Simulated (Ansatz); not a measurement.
Input file:

```
crystal:
  periodic: [false, false, false]
  atoms:
    - {symbol: B, position_ang: [0.197759, 2.277836, -0.086910]}
    - {symbol: Sb, position_ang: [0.538195, 4.432143, -1.314383]}
    - {symbol: Si, position_ang: [-0.470720, 2.336950, -2.187467]}
    - {symbol: Si, position_ang: [2.127788, 2.666926, -0.261352]}
    - {symbol: H, position_ang: [0.223250, 1.355155, -3.067282]}
    - {symbol: H, position_ang: [-1.944493, 2.227771, -2.355813]}
    - {symbol: H, position_ang: [-0.028311, 1.271305, -0.847507]}
    - {symbol: H, position_ang: [-0.569285, 2.265105, 0.834154]}
    - {symbol: H, position_ang: [2.893249, 3.279869, 0.855939]}
    - {symbol: H, position_ang: [3.000106, 1.853215, -1.153038]}
basis:
  gaussian:
    orbitals: def2-TZVPD
output:
  forces: true
  orbitals: {seedname: orbitals}
hamiltonian:
  xc: {name: PBE0}
```

Run with:

```sh
ansatz run input.yaml --threads 2 --pin off --max-ram 4350MiB --events-out events.jsonl --progress --plain --runs-dir runs
```

Geometry: B3LYP-D3(BJ)/def2-SVP; core potentials replace the inner electrons of Sb.

The calculation used isolated molecule in a Gaussian basis; Kohn-Sham density functional theory, functional PBE0 (Ansatz 0.2.0).

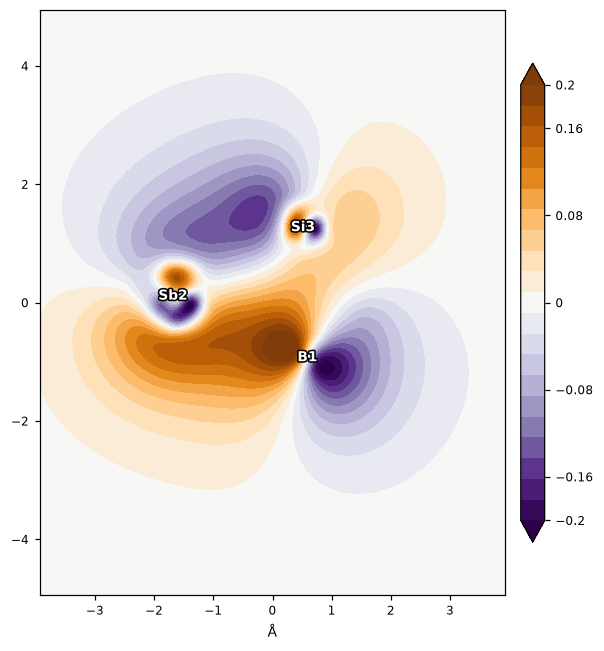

BH6SbSi2. The HOMO on the plane of atoms B1, Sb2 and Si3 (values in Å⁻³ᐟ²; the overall sign is arbitrary).

**Describe this orbital and give its energy.**

Its weight (Hirshfeld) is mainly on Sb2 (about 60 %), Si4 (about 10 %), Si3 (about 10 %) and B1 (about 10 %). Its energy is −6.18 eV.
